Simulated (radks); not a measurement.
**Tl: atomic calculation**

- system: a free Tl atom in the configuration [Xe] 4f14 5d10 6s2 6p1 (high spin).
- method: non-relativistic Kohn-Sham, exchange-only LDA, spin-polarised, spherical densities, point nucleus (the in-house radial solver radks)

## Input file
```
Z 81
configuration [Hg] 6p1
relativity non-relativistic
functional lda,
spin polarised
nucleus point
response adiabatic LDA kernel
```

Energies in input and log are in hartree, lengths in bohr.

Hardware: 1 CPU thread, shared host.

## Output
```
1s      1   1.0000       -2827.46530014
2s      1   1.0000        -474.87172079
2p      1   3.0000        -457.17218615
3s      1   1.0000        -112.45286434
3p      1   3.0000        -104.02926427
3d      1   5.0000         -88.25701587
4s      1   1.0000         -24.40890951
4p      1   3.0000         -20.73457922
4d      1   5.0000         -13.94670713
4f      1   7.0000          -4.77458879
5s      1   1.0000          -3.75868904
5p      1   3.0000          -2.54669978
5d      1   5.0000          -0.62673268
6s      1   1.0000          -0.25887754
6p      1   1.0000          -0.08385174
1s      2   1.0000       -2827.46509928
2s      2   1.0000        -474.87173010
2p      2   3.0000        -457.17211101
3s      2   1.0000        -112.45279261
3p      2   3.0000        -104.02916986
3d      2   5.0000         -88.25695248
4s      2   1.0000         -24.40876105
4p      2   3.0000         -20.73442081
4d      2   5.0000         -13.94654830
4f      2   7.0000          -4.77442014
5s      2   1.0000          -3.75842721
5p      2   3.0000          -2.54623006
5d      2   5.0000          -0.62352969
6s      2   1.0000          -0.23322654
6p      2   0.0000          -0.05133801
Etot -18948.504741752175
Ekin 18948.50473985882
Encl -45131.257776615676
Eh 7572.860875751687
Exc -338.61258074700436
err 5.644100382739009e-09
it 15
```

## Orbitals

```
orbital  occupation  energy (eV)  ⟨r⟩ (bohr)  outer maximum (bohr)
  1s up           1     −76939.3     0.01870                0.0124
1s down           1     −76939.2     0.01870                0.0124
2s down           1     −12921.9     0.07866                0.0674
  2s up           1     −12921.9     0.07866                0.0674
  2p up           3     −12440.3     0.06643                0.0522
2p down           3     −12440.3     0.06643                0.0522
  3s up           1      −3060.0      0.1981                 0.184
3s down           1      −3060.0      0.1981                 0.184
  3p up           3      −2830.8      0.1886                 0.173
3p down           3      −2830.8      0.1886                 0.173
  3d up           5      −2401.6      0.1644                 0.135
3d down           5      −2401.6      0.1644                 0.135
  4s up           1     −664.200      0.4343                 0.409
4s down           1     −664.196      0.4343                 0.409
  4p up           3     −564.217      0.4374                 0.407
4p down           3     −564.212      0.4374                 0.407
  4d up           5     −379.509      0.4428                 0.399
4d down           5     −379.505      0.4427                 0.399
  4f up           7     −129.923      0.4576                 0.352
4f down           7     −129.919      0.4576                 0.352
  5s up           1     −102.279      0.9739                 0.894
5s down           1     −102.272      0.9738                 0.894
  5p up           3      −69.299       1.051                 0.942
5p down           3      −69.286       1.051                 0.942
  5d up           5      −17.054       1.368                  1.11
5d down           5      −16.967       1.361                  1.11
  6s up           1       −7.044       2.868                  2.38
6s down           1       −6.346       2.816                  2.34
  6p up           1       −2.282       3.977                  3.08
6p down           0       −1.397       3.983                  3.00
```

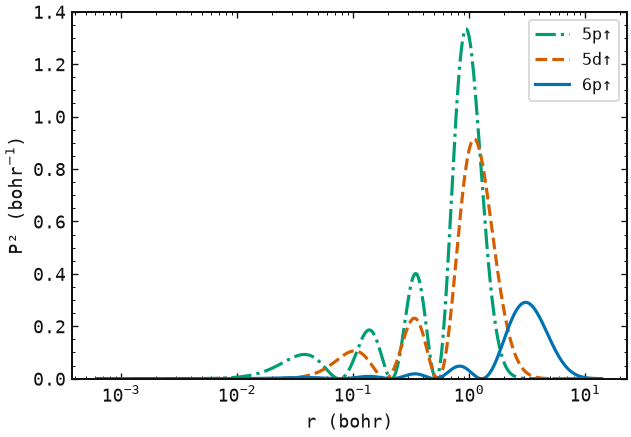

Figure 1. The radial probability densities P² of 5d up, 6p up and 5p up. 5p up: outer maximum at 0.942 bohr, ⟨r⟩ = 1.05 bohr, 3 nodes, eigenvalue −69.3 eV; 5d up: outer maximum at 1.11 bohr, ⟨r⟩ = 1.37 bohr, 2 nodes, eigenvalue −17.1 eV; 6p up: outer maximum at 3.08 bohr, ⟨r⟩ = 3.98 bohr, 4 nodes, eigenvalue −2.28 eV.

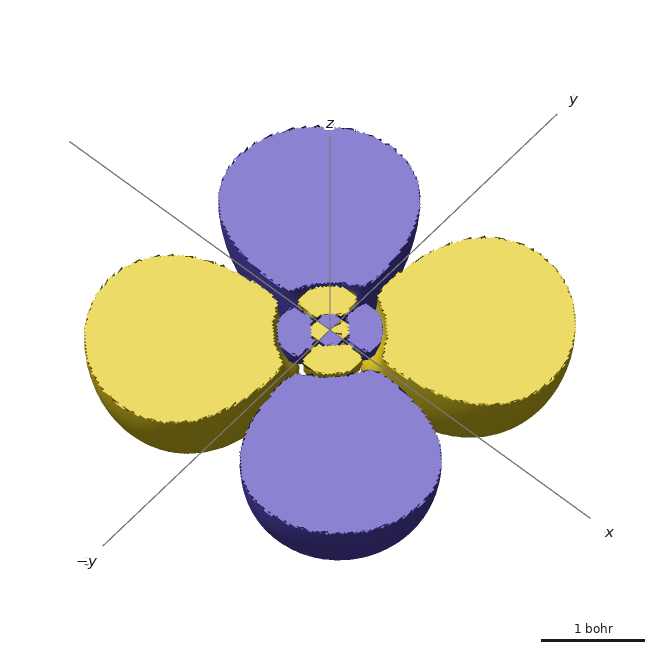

Figure 2. One occupied orbital of down spin is shown. The surface of constant |ψ| that holds about 90 % of the electron is drawn, yellow where ψ is positive and blue where it is negative, with the half in front of the xy plane cut away and the cut face painted. The radial function comes from the spherical calculation and is multiplied by a real spherical harmonic; the overall sign is chosen so that the largest lobe of P(r) is positive. It is 5d(xy) of down spin. It has the nodal planes xz and yz and 2 radial nodes, at r = 0.189 and 0.537 bohr. The outermost maximum of P² lies at 1.11 bohr, ⟨r⟩ = 1.36 bohr, 90 % of the charge lies within 2.08 bohr, and the eigenvalue is −17.0 eV, with 5 electrons in the shell for this spin.

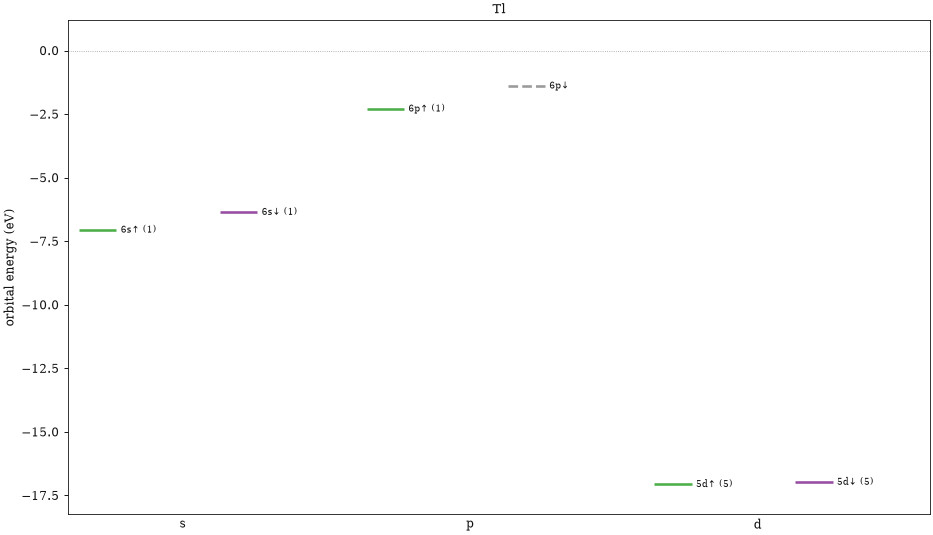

Figure 3. The outer levels are drawn by angular momentum (occupations in brackets, up spins at the left of each column and down spins at the right, empty levels dashed). The highest occupied level is 6p up at −2.28 eV. The highest 3 occupied levels, from the top down, are 6p up (−2.28 eV), 6s down (−6.35 eV), 6s up (−7.04 eV). The lowest empty level drawn is 6p down at −1.40 eV. The largest exchange splitting (down less up) among the shells drawn in both spins is that of 6p, 0.885 eV.

## Summary

| quantity | value |
| --- | --- |
| outcome | converged |
| total energy | −18948.5047 hartree |
| kinetic energy | 18948.5047 hartree |
| electron–nucleus energy | −45131.2578 hartree |
| Hartree energy | 7572.8609 hartree |
| exchange–correlation energy | −338.612581 hartree |
| radius at density 0.001 e/bohr³ | 4.82 bohr |
| SCF iterations | 15 |
| wall time | 4 s |

## Notes

Relativity is left out, which matters for an atom this heavy.
